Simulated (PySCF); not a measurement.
System: C₄H₁₀BN₃.

The calculation's input:

```
{"job": {"kind": "uv", "xc": "PBE0", "basis": "def2-SVPD", "nstates": 8, "ntriplets": 3}, "charge": 0, "multiplicity": 1}
C     -2.729438     0.284736     0.726785
N     -1.439678    -0.368258     0.715491
B     -0.473282    -0.324838    -0.266242
C     -0.725255     0.517286    -1.520785
N     -0.881888     1.161617    -2.458756
C      0.908185    -1.108107    -0.122603
C      2.126101    -0.227160    -0.429532
N      2.196040     0.862700     0.534884
H     -2.881185     0.808078    -0.215274
H     -3.530188    -0.447389     0.856661
H     -2.788883     1.008154     1.544438
H     -1.270937    -0.899565     1.558712
H      1.029821    -1.514870     0.882927
H      0.928899    -1.953026    -0.816200
H      2.063085     0.124810    -1.473098
H      3.046375    -0.810598    -0.325915
H      3.025187     1.424199     0.371987
H      1.388281     1.468548     0.424863
```

Command:

```sh
OMP_NUM_THREADS=1 python probes_run.py task.json out
```

Geometry: GFN2-xTB.

Method: PBE0/def2-SVPD, SCF density, gas phase in PySCF.

### Predict the electron density and electron localisation function between the atoms.

C–N (1.15 Å): ρ at the midpoint is about 3.6 e/Å³; the ELF peaks at about 0.85 between the atoms; a multiple bond.
B–N (1.38 Å): the density is about 2 e/Å³ at the midpoint; the ELF peaks at about 0.90 between the atoms: a short, strongly polar bond.
C–B (1.53 Å): the density is about 1.4 e/Å³ at the midpoint; the ELF peaks at about 1 between the atoms; a covalent bond.
N–H (1.01 Å): the density is about 2.9 e/Å³ at the midpoint; the ELF climbs to about 1 towards the hydrogen, as it does in any bond to H; an ordinary covalent bond to hydrogen.

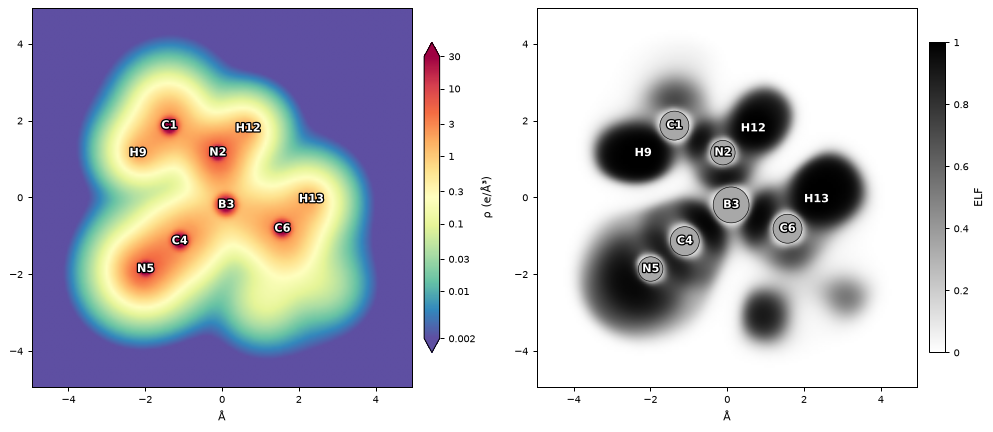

Computed electron density and electron localisation function on the plane of atoms C4, B3 and C6, in this order. Grey discs cover the atomic cores in the ELF map. 
